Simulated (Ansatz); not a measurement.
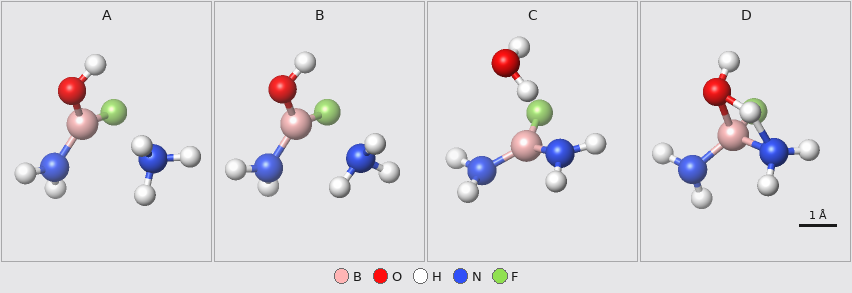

4 geometries from a converged minimum-energy path of BN₂H₆OF, made up at the start of BNH$_{3}$OF and NH3, shuffled. Style: ball-and-stick. Shown at a tilt.

These are results of RKS revPBE-D4/def2-SVP (Ansatz), not measurements. Run with 5 movable images; climbing image; force threshold 0.05 eV/Å; iteration limit 60; starting path through a guess of the saddle point.

Q: Which frame is the transition state?

A: D. In order along the path, whose images run from 0 to 6: A (image 1, −0.01 eV), B (image 2, −0.02 eV), D (image 4, +0.91 eV), C (image 6, +0.22 eV). Breaking: B–O (1.39 → 2.93 Å), H–N (1.03 → 2.07 Å). Forming: B–N (2.89 → 1.44 Å), H–O (2.39 → 0.98 Å).

Limits of the set-up: the start holds two separate molecules, 2.4 Å apart at their closest, whose relative position is a soft coordinate.
